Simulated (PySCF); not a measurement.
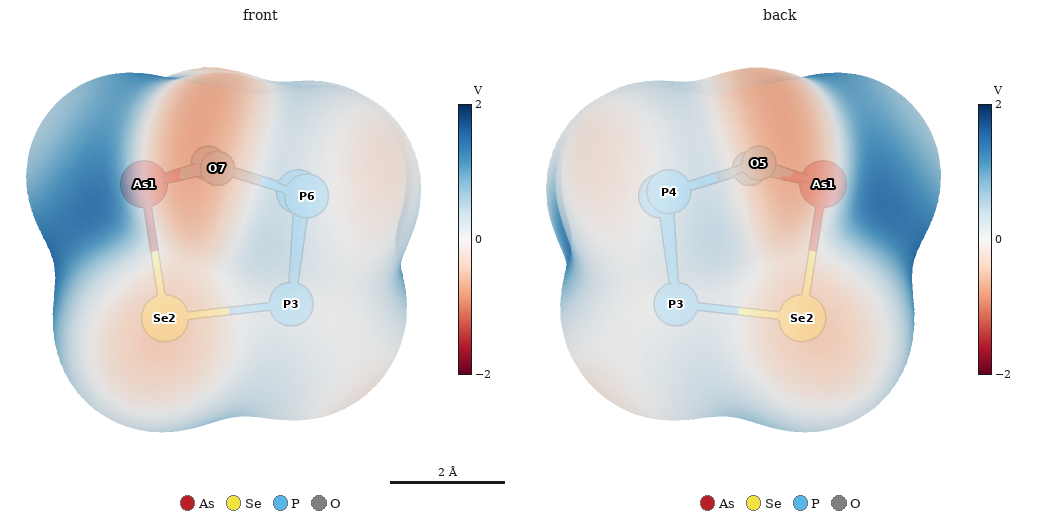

Figure 1: AsO$_{2}$P$_{3}$Se. The molecular electrostatic potential painted on the density surface at 0.002 e/bohr³, seen from the front and from behind; the colour scale runs from red (negative) to blue (positive).

Geometry: PBE0-D3(BJ)/def2-SVP.

Computed with wB97X-D/def2-SVPD, SCF density, gas phase (PySCF).

The calculation's input:

```
{"job": {"kind": "uv", "xc": "wB97X-D", "basis": "def2-SVPD", "ip": true, "nstates": 10}, "charge": 0, "multiplicity": 1}
As    -1.622723    -0.377818    -0.091954
Se    -0.377842    -0.057635    -2.103725
P      1.521374     0.338967    -0.987534
P      0.698053     1.293870     0.888455
O     -0.943675     1.087792     0.714872
P      1.194848    -0.939454     0.848788
O     -0.378174    -1.447732     0.662548
```

Command:

```sh
OMP_NUM_THREADS=1 python probes_run.py task.json out
```

**Which sites attract a positive test charge, and which a negative one?**

A positive charge is drawn to the negative regions and a negative charge to the positive ones. The most negative region (about −0.8 V) lies over O5 and O7, the most positive (about +1.6 V) over As1, P3, P4 and P6.
